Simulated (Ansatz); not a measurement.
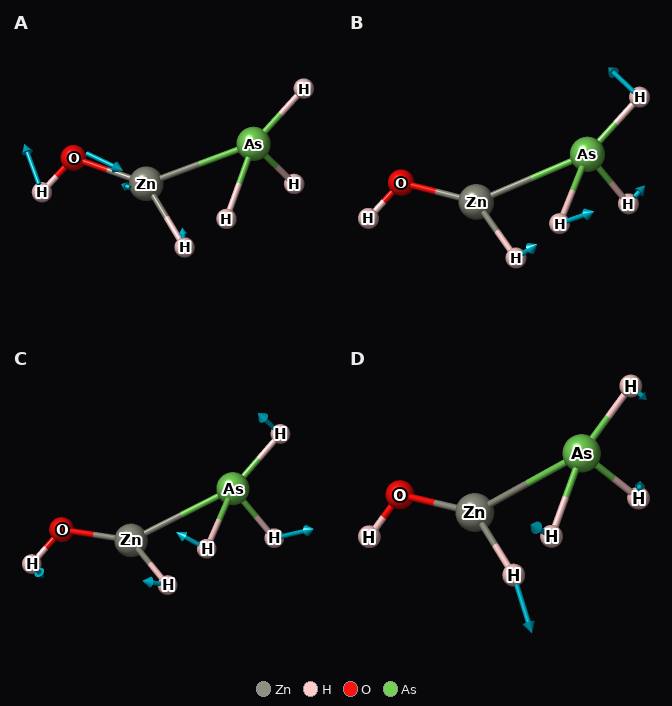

4 normal modes of one molecule or complex, as arrows. Harmonic vibrations computed with RKS PBE0-D4/def2-SVP (Ansatz 0.2.0) at a stationary point of the same level. It is a saddle point of order 1.

> Match the panels to the wavenumbers 286 cm⁻¹, 507 cm⁻¹, 663 cm⁻¹, 1200 cm⁻¹.

A: 663 cm⁻¹
B: 507 cm⁻¹, H–As–Zn bending
C: 286 cm⁻¹, H–As–Zn bending
D: 1200 cm⁻¹, Zn–H stretching
